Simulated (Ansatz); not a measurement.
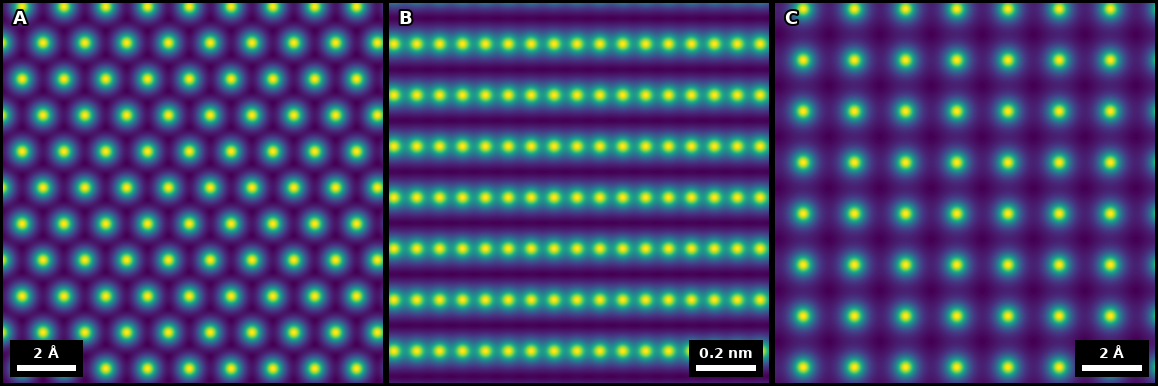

Three views of Ni (Fm-3m, No. 225) along different zone axes. Computed as the sum of neutral-atom potentials (tabulated electron scattering factors, B = 0.5 Å²) projected along the beam and smoothed by 0.25 Å; brighter is more positive. The display is stretched by a gamma of 0.7; percentages refer to the linear signal. Model: the geometry given to an electronic-structure calculation, possibly off equilibrium.

Space group Fm-3m (No. 225). a = 3.502 Å, b = 3.502 Å, c = 3.502 Å, α = 90.00°, β = 90.00°, γ = 90.00°
```tsv
atom	site	symmetry	x	y	z
Ni	4a	m-3m	0.0000	0.0000	0.0000
```

Q: Match the panels to the zone axes [001], [111] and [210].

A is [111]: projected cell 1.43 × 1.43 Å, 120°, plane group p6mm. B is [210]: projected cell 0.78 × 1.75 Å, 90°, plane group p2mm. C is [001]: projected cell 1.75 × 1.75 Å, 90°, plane group p4mm.
